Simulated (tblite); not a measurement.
```xyz
20
charge 0, multiplicity 1
C     3.5597    0.2885   -0.5415
O     2.8284    0.2607    0.6513
C     1.5451   -0.3305    0.5289
Si    0.3244    0.7437   -0.4774
N    -1.2845    0.1337   -0.1764
C    -1.6608   -1.0180    0.4682
C    -3.0170   -1.1147    0.4709
C    -3.5138    0.0277   -0.2033
C    -2.4333    0.7597   -0.5840
H     3.6670   -0.7182   -0.9657
H     4.5438    0.6802   -0.2903
H     3.0911    0.9368   -1.2908
H     1.6477   -1.3410    0.1067
H     1.1996   -0.4386    1.5596
H     0.5493    0.6410   -1.9279
H     0.3938    2.1330   -0.0210
H    -0.9232   -1.6830    0.8714
H    -3.6014   -1.9042    0.9012
H    -4.5451    0.2665   -0.3753
H    -2.3760    1.6875   -1.1172
```

Describe the molecule in this file.

Formula C6H11NOSi. SMILES: `COC[SiH2]n1cccc1`. Independent rings (smallest set): 1 of 5 members, 1 of them aromatic. Among its groups: ether, Si–H bond, Si–N bond. This geometry has C1 symmetry. Coordination: 2 C tetrahedral; 1 O bent; 1 Si tetrahedral; 1 N trigonal planar; 4 C trigonal planar.

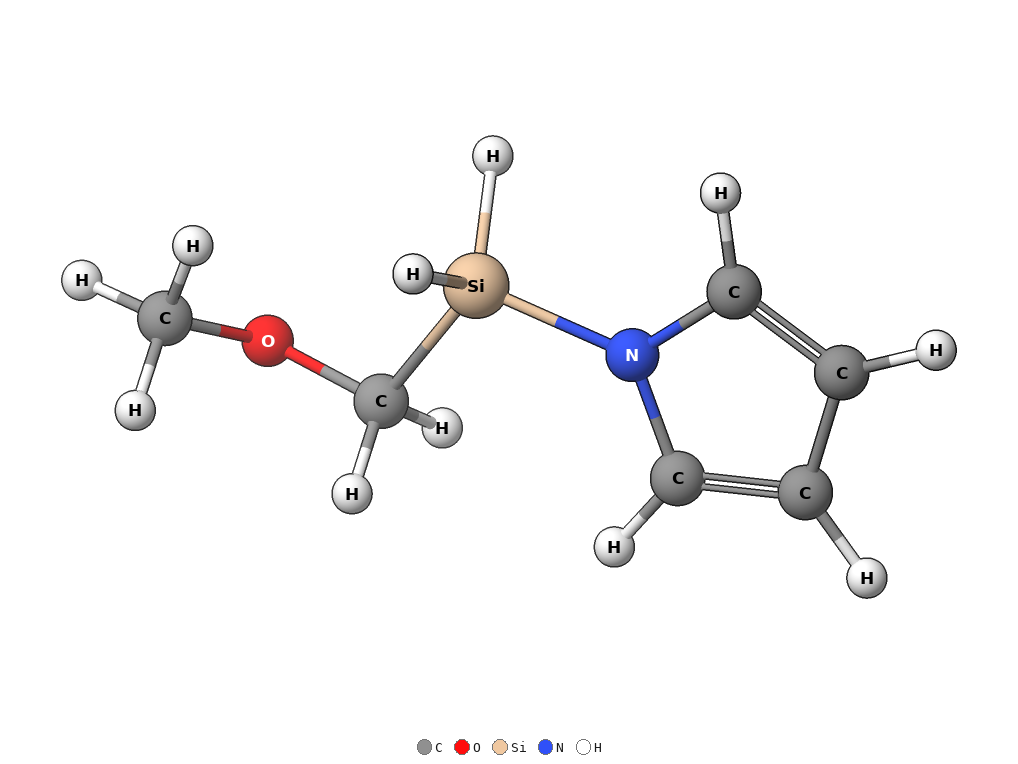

The picture comes from a calculation with tblite.
